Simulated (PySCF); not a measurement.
# SiHF (SMILES F[SiH]): CCSD(T)/STO-6G

What is the vertical ionisation energy of SiHF at CCSD(T)/STO-6G? The job is set up through a Python script.

Program for the calculation: PySCF 2.14.0.

9 further runs of the same task are left out: 9 set aside as unsound or not needed.

## 1. Starting point

SiHF: 3 atoms, total charge 0, spin state singlet. SMILES: `F[SiH]`. The shape is that of a PBE0-D4/def2-TZVP optimisation.

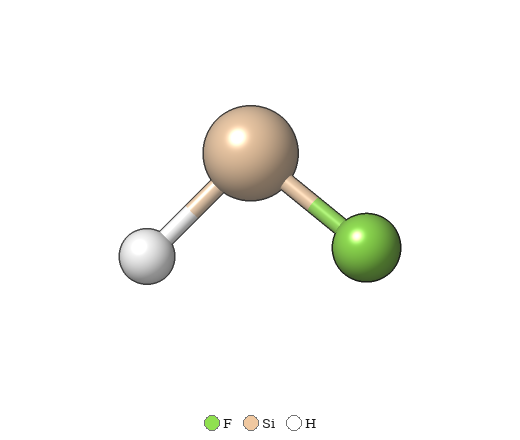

The structure, seen from a chosen angle (fluorine green, silicon light orange, hydrogen white).

## 2. The energy at CCSD(T)/STO-6G

The input, calc.py:

```python
from pyscf import gto, scf, cc

molecule = gto.Mole()
molecule.atom = [
    ('F', (-1.090200, 0.024400, -0.602300)),
    ('Si', (0.186800, 0.629400, 0.173800)),
    ('H', (0.892400, -0.718600, 0.415300)),
]
molecule.verbose = 4
molecule.basis = 'sto-6g'
molecule.max_memory = 1860
molecule.charge = 0
molecule.spin = 0
molecule.build()

hf = scf.RHF(molecule)
hf.conv_tol = 1e-10
hf.kernel()
if not hf.converged:
    hf = hf.newton().run(hf.mo_coeff, hf.mo_occ)

mycc = cc.CCSD(hf, frozen=6)
mycc.kernel()
e_t = mycc.ccsd_t()
e_final = mycc.e_tot + e_t
print('Final energy', e_final)
```

Started as:

```
$ OMP_NUM_THREADS=1 python calc.py
```

What it wrote:

```text
PySCF version 2.14.0

[INPUT] num. atoms = 3
[INPUT] num. electrons = 24
[INPUT] charge = 0
[INPUT] spin (= nelec alpha-beta = 2S) = 0
[INPUT] symmetry False subgroup None
[INPUT] Mole.unit = angstrom
[INPUT] Symbol           X                Y                Z      unit          X                Y                Z       unit  Magmom
[INPUT]  1 F     -1.090200000000   0.024400000000  -0.602300000000 AA   -2.060179421001   0.046109317439  -1.138182044826 Bohr   0.0
[INPUT]  2 Si     0.186800000000   0.629400000000   0.173800000000 AA    0.353000840069   1.189393622801   0.328434400449 Bohr   0.0
[INPUT]  3 H      0.892400000000  -0.718600000000   0.415300000000 AA    1.686391593562  -1.357957193112   0.784803259532 Bohr   0.0

nuclear repulsion = 48.1945753717565
number of shells = 9
number of NR pGTOs = 90
number of NR cGTOs = 15
basis = sto-6g
ecp = {}

[... 37 lines left out ...]
converged SCF energy = -387.380344892876
[... 12 lines left out ...]
Init t2, MP2 energy = -387.432472271317  E_corr(MP2) -0.0521273784403461
[... 13 lines left out ...]
CCSD converged
[... 2 lines left out ...]
Final energy -387.45386270793176
```

It took 1.2 s on 1 thread of Arm Neoverse N1, shared host; peak memory 0.1 GiB.

## 3. The doublet cation, same level

The input, run.py:

```python
from pyscf import gto, scf, cc

mol = gto.M(
    atom='''
F     -2.060179     0.046109    -1.138182
Si     0.353001     1.189394     0.328434
H      1.686392    -1.357957     0.784803
''',
    basis='sto-6g',
    max_memory=1860,
    verbose=3,
    charge=1,
    spin=1,
    unit='bohr',
)

hf = scf.UHF(mol)
hf.conv_tol = 1e-10
hf.kernel()
if not hf.converged:
    hf = hf.newton().run(hf.mo_coeff, hf.mo_occ)

mycc = cc.CCSD(hf, frozen=6)
mycc.kernel()
e_t = mycc.ccsd_t()
e_final = mycc.e_tot + e_t
print(f'total energy: {e_final:.8f} hartree')
```

Started as:

```
$ OMP_NUM_THREADS=1 python run.py
```

What it wrote:

```text
converged SCF energy = -387.1579562094  <S^2> = 0.7720682  2S+1 = 2.0219478
E(UCCSD) = -387.2358931015489  E_corr = -0.07793689214912108
UCCSD(T) correction = -0.00985798700317431
total energy: -387.24575109 hartree
```

It took 1.2 s on 1 thread of Arm Neoverse N1, shared host; peak memory 0.1 GiB.

## 4. What came out

Level: CCSD(T)/STO-6G, 6 core orbitals frozen.

```
                                                                  quantity          value
                                                singlet SiHF: total energy  -387.45386 Eh
                        singlet SiHF: dipole moment (Hartree–Fock density)         0.81 D
                         singlet SiHF: HOMO energy (Hartree–Fock orbitals)       -6.35 eV
                         singlet SiHF: LUMO energy (Hartree–Fock orbitals)        6.29 eV
                       singlet SiHF: HOMO–LUMO gap (Hartree–Fock orbitals)       12.64 eV
                 singlet SiHF: correlation energy (6 core orbitals frozen)      -73.5 mEh
                                              singlet SiHF: (T) correction      -4.80 mEh
                                               singlet SiHF: T1 diagnostic          0.022
                                              doublet cation: total energy  -387.24575 Eh
doublet cation: HOMO energy (Hartree–Fock orbitals) (highest over α and β)      -17.85 eV
 doublet cation: LUMO energy (Hartree–Fock orbitals) (lowest over α and β)       -5.73 eV
               doublet cation: correlation energy (6 core orbitals frozen)      -87.8 mEh
                                            doublet cation: (T) correction      -9.86 mEh
                         doublet cation: ⟨S²⟩ of the reference determinant          0.772
                                             doublet cation: T1 diagnostic          0.040
                        vertical ionisation energy (to the doublet cation)       5.663 eV
```

**Reading.** The vertical ionisation energy comes to 5.66 eV (546 kJ/mol). In a minimal basis such a difference can be off by several eV, whatever the method. The T1 diagnostic (singlet SiHF) of 0.022 is above the customary mark for such species, so a single reference may not serve. The triples (singlet SiHF) make up 6.5 % of the correlation energy. Mulliken charges (doublet cation) of the mean-field density run from -0.19 on F1 to +1.17 on Si2. The triples (doublet cation) make up 11.2 % of the correlation energy.
